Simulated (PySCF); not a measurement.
# A diatomic session: KSi

What are the lowest state that PBE0 finds, the bond length, vibrational wavenumber and bond energy of KSi, and how much do these hang on the method?

Computed with PySCF 2.14.0. Level: K 6-31G(d,p), Si 6-31G(d,p), no relativity.

## 1. Input

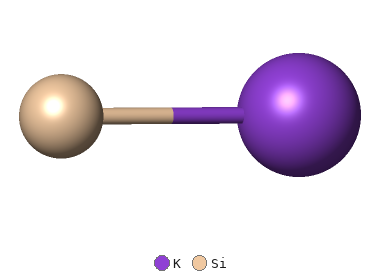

The two atoms at the starting distance (potassium purple, silicon light orange).

Settings of the job:

```yaml
atoms: K, Si
charge: 0
basis: K 6-31G(d,p), Si 6-31G(d,p)
Hamiltonian: no relativity
basis_functions: 50
electrons_treated: 33
masses_in_u: 38.9637, 27.9769
levels: PBE0, PBE, r²SCAN, TPSSh, TPSS, PBEsol, ωB97X, HF, MP2, SCS-MP2, CCSD, CCSD(T)
grid: 80 radial by 434 angular points
occupations: held fixed by the projection of orbital angular momentum
dissociation_limit: K + Si, each in its ground configuration
starting_distance_in_angstrom: 3.060
values_of_2S_to_try: 1, 3
```

The run is started by

```console
OMP_NUM_THREADS=1 python dia.py task.json out
```

The runs that follow: PBE0 along the bond; Higher solutions at PBE0; PBE (GGA); r²SCAN (meta-GGA); TPSSh (hybrid meta-GGA); TPSS; PBEsol (GGA); ωB97X; UHF; MP2 and coupled cluster.

Before running it: what results should come out? Wanted: for each run, Re; ωe; De; μ.

As calculated:

Lowest PBE0 solution found, without spin–orbit coupling: ⁴Σ⁻ (quartet), unpaired electrons σ ↑, π ↑↑. State 2 has its PBE0 minimum 0.52 eV higher, as a spin-mixed determinant (⟨S²⟩ = 1.76), so this is no gap between pure states. State 3 has its PBE0 minimum 0.52 eV higher, as a spin-mixed determinant (⟨S²⟩ = 1.76), so this is no gap between pure states. State 4 has its PBE0 minimum 0.83 eV higher. The other levels ran on the lowest alone.

| level | Re (Å) | ωe (cm⁻¹) | De (eV) | μ (D) |
| --- | --- | --- | --- | --- |
| UHF | 3.142 | 197.3 | 1.12 | -11.18 |
| UHF-MP2 | 3.094 | 196.7 | 1.31 | n/a |
| UHF-SCS-MP2 | 3.100 | 196.5 | 1.21 | n/a |
| UHF-CCSD | 3.102 | 194.3 | 1.27 | n/a |
| UHF-CCSD(T) | 3.102 | 193.5 | 1.29 | n/a |
| PBE | 3.033 | 194.1 | 1.62 | -8.74 |
| PBEsol | 3.004 | 198.6 | 1.73 | -8.82 |
| TPSS | 3.040 | 197.4 | 1.70 | -9.30 |
| r²SCAN | 3.047 | 201.6 | 1.76 | -9.84 |
| TPSSh | 3.039 | 199.8 | 1.69 | -9.58 |
| PBE0 | 3.030 | 201.1 | 1.60 | -9.61 |
| ωB97X | 3.011 | 213.9 | 1.66 | -10.63 |

De is counted to K + Si in their ground configurations. A positive dipole means K(−)Si(+).

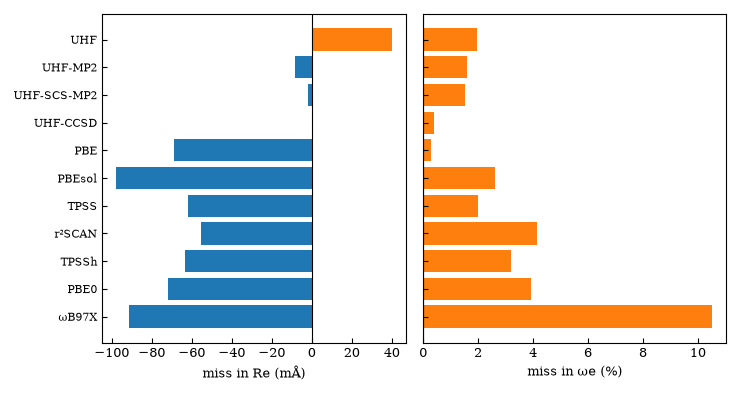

How far each level lies from CCSD(T) in the same basis.

In words: Judged by CCSD(T) in the same basis: best bond length UHF-CCSD (0 mÅ), worst PBEsol (-98 mÅ); best wavenumber PBE (+0.3 %), worst ωB97X (+10.5 %). CCSD(T) in a basis this small is itself some way from its limit, more so than the functionals. Among the levels with a De in the table, it runs from 1.12 eV (UHF) to 1.76 eV (r²SCAN).

Correlated steps freeze 10 core orbitals.
